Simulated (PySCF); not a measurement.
Geometry relaxation of BF

BF (Boron monofluoride), SMILES [B]F, computed with PBE0-D3(BJ)/def2-SVP geometry optimisation, gas phase (PySCF 2.14.0).

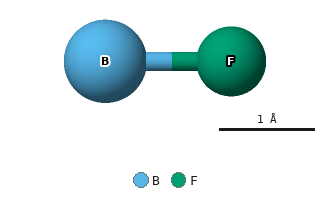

Figure 1. The input geometry (ball-and-stick view, seen on its broad side).

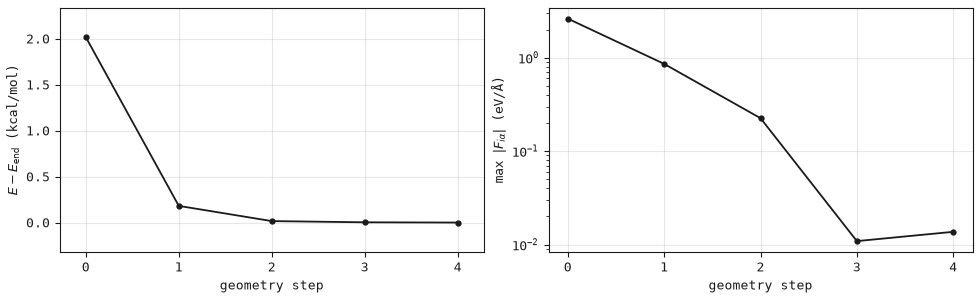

Figure 2. Progress of the relaxation, step by step (steps are counted from 0).

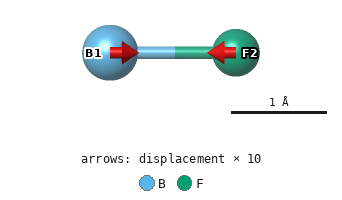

Figure 3. The starting structure with the displacements as red arrows, magnified 10 times (ball-and-stick view, seen at a tilt). The two geometries are laid on each other by the best rigid fit. The energy falls by 2.02 kcal/mol in 4 geometry steps. Largest force component: 2.6 eV/Å at the start, 0.014 eV/Å at the end. The largest moves after the best rigid fit, 0.031 Å, are those of B1 and F2. Largest moves by element: B 0.031 Å, F 0.031 Å. Distances before and after: B1–F2 1.325 → 1.263 Å. (Atoms are counted from 1 in the order of the input.)

The input and output of the run follow.

## Input
```
{"job": {"xc": "PBE0", "basis": "def2-SVP", "d3": "d3bj", "grid": 1, "shake": 0.03, "kind": "geom"}, "charge": 0, "multiplicity": 1}
B      0.685980    -0.081690     0.005940
F     -0.636260    -0.006020    -0.028170
```

The first line tells a small driver script what to run in PySCF; the rest is the geometry in Å.

Launch command:
```bash
OMP_NUM_THREADS=1 python <driver script> task.json out
```

## What the program printed
```
step   0  E = -124.42413245  max force = 0.050916
step   1  E = -124.42705792  max force = 0.016687
step   2  E = -124.42732138  max force = 0.004381
step   3  E = -124.42734257  max force = 0.000211
step   4  E = -124.42734695  max force = 0.000266
optimisation converged
```

## Trajectory as extended XYZ (Å, eV, eV/Å), 5 frames, from step=0 to step=4
```
2
Properties=species:S:1:pos:R:3:forces:R:3 step=0 energy=-3385.75310
B     0.6860   -0.0817    0.0059   -2.6182   0.1464  -0.0635
F    -0.6363   -0.0060   -0.0282    2.6182  -0.1464   0.0635
2
Properties=species:S:1:pos:R:3:forces:R:3 step=1 energy=-3385.83270
B     0.6637   -0.0819    0.0071   -0.8581   0.0469  -0.0191
F    -0.6139   -0.0058   -0.0294    0.8581  -0.0469   0.0191
2
Properties=species:S:1:pos:R:3:forces:R:3 step=2 energy=-3385.83987
B     0.6526   -0.0839    0.0102    0.2253  -0.0196   0.0147
F    -0.6029   -0.0038   -0.0324   -0.2253   0.0196  -0.0147
2
Properties=species:S:1:pos:R:3:forces:R:3 step=3 energy=-3385.84045
B     0.6546   -0.0856    0.0123   -0.0109  -0.0046   0.0073
F    -0.6049   -0.0021   -0.0346    0.0109   0.0046  -0.0073
2
Properties=species:S:1:pos:R:3:forces:R:3 step=4 energy=-3385.84057
B     0.6543   -0.0880    0.0157   -0.0137  -0.0047   0.0082
F    -0.6046    0.0002   -0.0380    0.0137   0.0047  -0.0082
```

## Results in brief

- outcome: converged
- total energy: −124.427347 hartree
- dipole moment: 1.20 D
- point group: Cinfv
- hardware: 1 CPU thread, shared host
- wall time: 0.99 s
- peak memory: 0.22 GiB
